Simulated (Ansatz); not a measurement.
Fields on a plane of KTaO3 (cubic perovskite)

```
KTaO3
1.0
    3.98928     0.00000     0.00000
    0.00000     3.98928     0.00000
    0.00000     0.00000     3.98928
K Ta O
1 1 3
Cartesian
  0.00000   0.00000   0.00000
  1.99464   1.99464   1.99464
  0.00000   1.99464   1.99464
  1.99464   1.99464   0.00000
  1.99464   0.00000   1.99464
```

The slice is a {110} plane (indices of the conventional cell) through the point (0.500, 0.500, 0.000) (fractional), spanned by u = [100] and v = [011] in vectors of this cell: u (3.99 Å) and v (5.64 Å, at 90° to u). It covers one period; positions are fractions (u, v).

Atoms on it: O at (0.00, 0.00); O at (0.00, 0.50).

All values below come from r2SCAN (plane waves to 500 eV, PAW, scalar-relativistic; Ansatz, an electronic-structure program). k mesh 8×8×8. Near the nuclei the fields are pseudised (PAW); where an atom keeps semicore shells as valence, they peak there. KTaO3 is run without spin polarisation. KTaO3 was relaxed with its symmetry unable to fall. Spin-orbit coupling is left out, though Ta is heavy. The PAW data are Ansatz's earlier set.

```
v \ u  0.00  0.14  0.29  0.43  0.57  0.71  0.86
-----  ----  ----  ----  ----  ----  ----  ----
0.90    0.4  -0.1  -1.0  -1.4  -1.4  -1.0  -0.1
0.80   -0.6  -0.8  -1.2  -1.1  -1.1  -1.2  -0.8
0.70   -0.6  -0.8  -1.2  -1.1  -1.1  -1.2  -0.8
0.60    0.4  -0.1  -1.0  -1.4  -1.4  -1.0  -0.1
0.50    0.9   0.3  -0.8  -1.6  -1.6  -0.8   0.3
0.40    0.4  -0.1  -1.0  -1.4  -1.4  -1.0  -0.1
0.30   -0.6  -0.8  -1.2  -1.1  -1.1  -1.2  -0.8
0.20   -0.6  -0.8  -1.2  -1.1  -1.1  -1.2  -0.8
0.10    0.4  -0.1  -1.0  -1.4  -1.4  -1.0  -0.1
0.00    0.9   0.3  -0.8  -1.6  -1.6  -0.8   0.3
```

Values: log₁₀ of the valence density in e/Å³. The scale is logarithmic, as a density can span decades between atoms and voids.

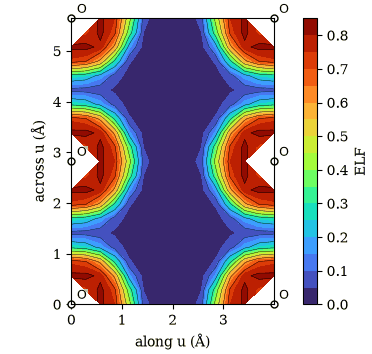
Figure: Electron localisation function (ELF), one period of the plane, atoms marked. Points within 0.4 Å of a nucleus are left white, as the pseudised field means little there.
